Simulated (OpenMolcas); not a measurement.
## Run report: C2H5Br, excited-state calculation (part 3 of 3)

Continued. System: C2H5Br, SMILES CCBr. Method: CASPT2/ANO-RCC-VDZP, DKH2 (OpenMolcas 26.06). A bond length was changed on purpose from its optimised value.

Geometry of the input (Å):
```
C  -0.3619  0.4671  -0.2737
C  0.2430  -0.6392  0.2225
Br 1.9945  -0.2234  0.9724
H  -1.3390  0.1934  -0.6842
H  0.2301  0.9174  -1.0716
H  -0.5156  1.2163  0.5041
H  0.4288  -1.3903  -0.5425
H  -0.3189  -1.0906  1.0376
```

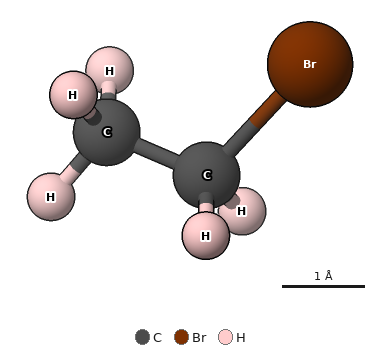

The structure as given in the input (ball-and-stick view, seen at a tilt).

What the program printed, continued
```
--- Stop Module: caspt2 /rc=_RC_ALL_IS_WELL_ ---
--- Module caspt2 spent 1 second ---

--- Start Module: rassi ---

                                               &RASSI

                       available to each process: 1.9 GB of memory, 1 thread

      ********************************************************************************
      *                             General data section                             *
      ********************************************************************************

   Specific data for JOBIPH file JOBMIX
   -------------------------------------

   Header from SEWARD:

   CASSCF title (first line only):
       (No title given)

  STATE IRREP:                1
  SPIN MULTIPLICITY:          1
  ACTIVE ELECTRONS:           6
  MAX RAS1 HOLES:             0
  MAX RAS3 ELECTRONS:         0
  NR OF CONFIG:             175
 ###############################################################################
 ###    WARNING: EJOB used when HEFF is available, possible                  ###
 ###    extra interaction between states is ignored!                         ###
 ###############################################################################

   The following data are common to all the states:
   ------------------------------------------------
   (note: frozen counts as inactive, deleted as secondary)

      Nr of irreps: 1

                 Total     No./Irrep
      Irrep                  1
                             a

      INACTIVE      23      23
      ACTIVE         6       6
      SECONDARY     51      51
      BASIS         80      80

      RAS1           0       0
      RAS2           6       6
      RAS3           0       0

        MATRIX ELEMENTS WILL BE COMPUTED FOR THE FOLLOWING ONE-ELECTRON OPERATORS, UNLESS ZERO BY SYMMETRY.
   (Herm=Hermitian, Anti=Antihermitian, Sing=Singlet operator, Trip=Triplet operator)
     MLTPL  0   1 (HERMSING)     MLTPL  1   1 (HERMSING)     MLTPL  1   2 (HERMSING)
     MLTPL  1   3 (HERMSING)     MLTPL  2   1 (HERMSING)     MLTPL  2   2 (HERMSING)
     MLTPL  2   3 (HERMSING)     MLTPL  2   4 (HERMSING)     MLTPL  2   5 (HERMSING)
     MLTPL  2   6 (HERMSING)     VELOCITY   1 (ANTISING)     VELOCITY   2 (ANTISING)
     VELOCITY   3 (ANTISING)     ANGMOM     1 (ANTISING)     ANGMOM     2 (ANTISING)
     ANGMOM     3 (ANTISING)     MLTPV  2   1 (ANTISING)     MLTPV  2   2 (ANTISING)
     MLTPV  2   3 (ANTISING)     MLTPV  2   4 (ANTISING)     MLTPV  2   5 (ANTISING)
     MLTPV  2   6 (ANTISING)

       EIGENSTATES OF A SPIN-FREE HAMILTONIAN WILL BE COMPUTED BASED ON:

  a Hamiltonian matrix assumed to be diagonal with energies read from the wavefunction file(s).

  Nr of states:                    1

   State:        1
  JobIph:        1
 Root nr:        1

  HAMILTONIAN MATRIX FOR THE ORIGINAL STATES:

  Diagonal, with energies
  -2683.42830279

      OVERLAP MATRIX FOR THE ORIGINAL STATES:

  Diagonal, with elements
      1.00000000

::    RASSI State    1     Total energy:   -2683.42830278772317

      ****************************************************************************************************
      *                                         Spin-free section                                        *
      *                 Note: index according to input order, order according to energy.                 *
      ****************************************************************************************************

  SPIN-FREE ENERGIES:
  (Shifted by EMIN (a.u.) =      -2683.4283027877)

 SF State       Relative EMIN(au)   Rel lowest level(eV)    D:o, cm**(-1)

     1             0.0000000000        0.0000000000              0.0000

++ Dipole transition strengths (spin-free states):
   -----------------------------------------------
     for osc. strength at least  1.00000000E-05

  ( Max oscillator strength is only    0.0000000000000000      )
--

++ Velocity transition strengths (spin-free states):
   -------------------------------------------------
     for osc. strength at least  1.00000000E-05

  ( Max oscillator strength is only    0.0000000000000000      )
--

++ Length and velocity gauge comparison (spin-free states):
   --------------------------------------------------------

 --------------------------------------------------
 A comparison between the dipole oscillator strengths in
 length and velocity gauge will be performed

     All dipole oscillator differences above the tolerance of   1.00000000E-01  will be printed

 Due to basis set deficiency these oscillator may be problematic

 The tolerance is defined as ABS(1-O_l/O_v)
 O_l : dipole oscillator strength in length gauge
 O_p : dipole oscillator strength in velocity gauge
 --------------------------------------------------

 No problematic oscillator strengths above the tolerance   0.10000000000000001       have been found

--

 Electric-dipole - electric-octupole not included
 Electric-dipole - magnetic-quadrupole not included

      ****************************************************************************************************
      *                                    Special properties section                                    *
      ****************************************************************************************************

--- Stop Module: rassi /rc=_RC_ALL_IS_WELL_ ---

.##################.
.# Happy landing! #.
.##################.

    Timing: Wall=13.45 User=12.15 System=1.28
```

Results in brief

| quantity | value |
| --- | --- |
| outcome | converged |
| total energy | −2683.428303 hartree |
| CASSCF energy | −2683.055083 hartree |
| basis functions | 80 |
| hardware | 1 thread of Arm Neoverse V1, 24 GiB of memory available, shared host |
| wall time | 14 s |
| peak memory | 0.24 GiB |
